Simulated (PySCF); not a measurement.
**C$_{3}$H$_{10}$BFO$_{2}$: density, localisation and related maps**

Input file:

```
{"job": {"kind": "nmr", "xc": "PBE0", "basis": "pcSseg-1", "pop": false}, "charge": 0, "multiplicity": 1}
C     -1.474997     1.103402     0.618925
O     -0.736073     0.219896    -0.188569
C     -1.297622    -1.065790    -0.327477
B      0.728049     0.599611    -1.061909
O      1.577348    -0.496203    -0.757643
C      2.191413    -0.554116     0.443490
F      1.299613    -0.909230     1.455517
H     -0.942083     2.051221     0.634702
H     -2.479740     1.256935     0.207534
H     -1.556428     0.711759     1.639226
H     -1.405831    -1.542042     0.652434
H     -2.274828    -1.010882    -0.821067
H     -0.603664    -1.641999    -0.934822
H      1.012142     1.647043    -0.580071
H      0.390810     0.565887    -2.190491
H      2.617497     0.409403     0.771617
H      2.954394    -1.344895     0.438601
```

Command:

```sh
OMP_NUM_THREADS=1 python ens_run.py task.json out
```

Geometry: GFN2-xTB.

Method: PBE0/pcSseg-1, SCF density, gas phase, non-relativistic in PySCF.

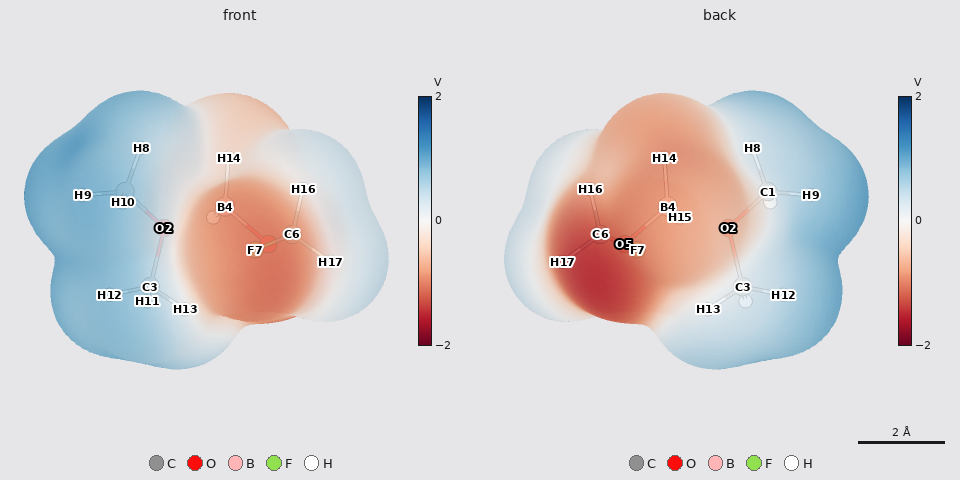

Figure 1. The molecular electrostatic potential painted on the density surface at 0.001 e/bohr³, seen from the front and from behind; the colour scale runs from red (negative) to blue (positive).

Describe the electrostatic potential map.

Answer. The most negative region (about −1.5 V, or −35 kcal/mol for a unit charge) lies over O5, the most positive (about +1.0 V, or +23 kcal/mol for a unit charge) over C1 and H9. O5 is the likeliest acceptor of a hydrogen bond.

What dipole moment does the calculation give?

Answer. Its dipole moment is 3.23 D.

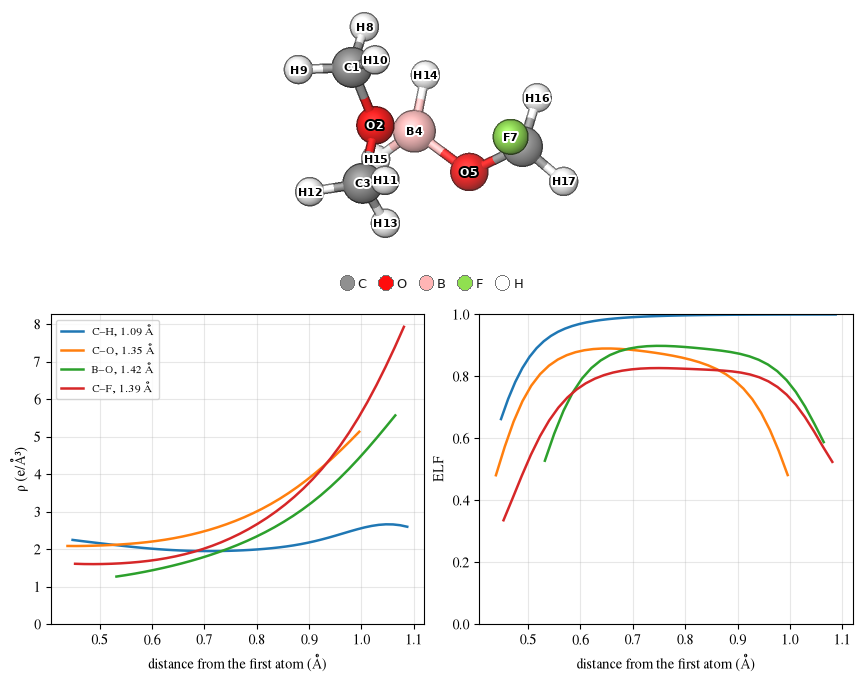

Figure 2. Electron density and electron localisation function along straight lines between neighbouring atoms. The curves leave out the atomic cores. The structure is drawn too.

What can be read from the curves?

Answer. C–H (1.09 Å): the density is about 2.1 e/Å³ at the midpoint; the ELF climbs to about 1 towards the hydrogen, as it does in any bond to H: a covalent bond by its length.
C–O (1.35 Å): the density is about 2.4 e/Å³ at the midpoint, with its minimum of 2.1 e/Å³ about 0.5 Å from C; the ELF peaks at about 0.90 between the atoms: a shared but strongly polarised pair.
B–O (1.42 Å): ρ is about 1.8 e/Å³ halfway; the ELF peaks at about 0.90 between the atoms; a shared but strongly polarised pair.
C–F (1.39 Å): ρ at the midpoint is about 2 e/Å³, with its minimum of 1.6 e/Å³ about 0.5 Å from C; the ELF peaks at about 0.85 between the atoms: a shared but strongly polarised pair.
